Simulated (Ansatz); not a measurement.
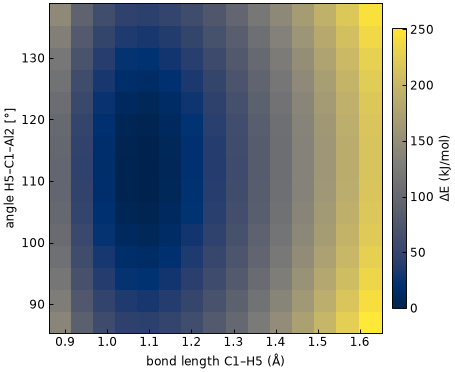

Energy landscape of CH₃AlCl₂, SMILES [CH3][Al]([Cl])[Cl]. 
- First axis: bond length C1–H5. Second axis: angle H5–C1–Al2.
- Nothing is relaxed (all other coordinates rigid).
- Grid: 15 × 15 points.
- Energies are in kJ/mol, from the lowest grid point.
- The reference is spin-restricted, which grows unreliable where a bond is stretched far.
- These are results of RHF/def2-TZVP (Ansatz 0.2.0), not measurements.

The picture shows one coloured cell a grid point. 

Question: Where are the wells?

Answer: The lowest grid point is at bond length C1–H5 = 1.100 Å, angle H5–C1–Al2 = 112.1°. No other kind of well shows on this grid. The highest grid point, bond length C1–H5 = 1.626 Å, angle H5–C1–Al2 = 87.1°, lies 251 kJ/mol above the lowest. Round the minimum the two coordinates are nearly uncoupled.

The values on the grid:

```csv
"angle H5–C1–Al2 ↓, bond length C1–H5 →",0.889,0.942,0.994,1.047,1.100,1.152,1.205,1.257,1.310,1.363,1.415,1.468,1.521,1.573,1.626
137.1,143,91,61,46,43,48,60,76,97,119,143,168,193,218,244
133.5,131,79,49,34,31,37,49,66,86,109,133,158,184,210,236
129.9,121,69,39,24,22,28,40,57,78,101,125,150,177,202,229
126.4,112,61,31,17,14,20,33,50,71,94,118,144,171,197,223
122.8,105,54,25,10,8,14,27,44,65,89,113,139,166,192,219
119.2,101,49,20,6,3,10,23,40,61,85,110,136,163,189,216
115.6,98,47,17,3,1,7,20,38,59,83,108,134,161,187,214
112.1,96,45,16,2,0,7,20,37,59,83,107,134,161,187,214
108.5,97,46,17,3,1,8,21,38,60,84,109,135,162,188,215
104.9,100,49,20,6,4,10,23,41,62,86,111,137,164,191,218
101.4,104,53,24,10,8,14,28,45,67,90,115,141,168,195,222
97.8,110,59,30,16,14,20,34,51,73,96,121,147,174,200,227
94.2,118,67,38,24,22,28,41,59,80,104,128,154,181,207,234
90.6,128,77,48,34,31,38,51,68,89,113,137,163,189,215,242
87.1,139,88,59,45,42,49,62,79,100,123,147,173,199,225,251
```

The input of one point:

```yaml
crystal:
  periodic: [false, false, false]
  atoms:
    - { symbol: C, position_ang: [-0.174851, 0.93705, -0.166617] }
    - { symbol: Al, position_ang: [0.173803, -0.944796, 0.140145] }
    - { symbol: Cl, position_ang: [1.792973, -1.563404, 1.314052] }
    - { symbol: Cl, position_ang: [-1.029763, -2.452142, -0.672045] }
    - { symbol: H, position_ang: [-1.059614, 1.096046, -0.800584] }
    - { symbol: H, position_ang: [-0.332675, 1.453411, 0.776414] }
    - { symbol: H, position_ang: [0.678563, 1.40878, -0.646228] }
basis:
  gaussian: { orbitals: def2-TZVP }
hamiltonian:
  xc: hf
output:
  forces: true
```

Each point was launched as `ansatz run input.yaml --threads 1 --pin off --max-ram 2560MiB --backend cpu --events-out ev --progress --plain --runs-dir out`. Time for the 225 points that were run: 30 min on 1 thread of Arm Neoverse N1, on a shared host.
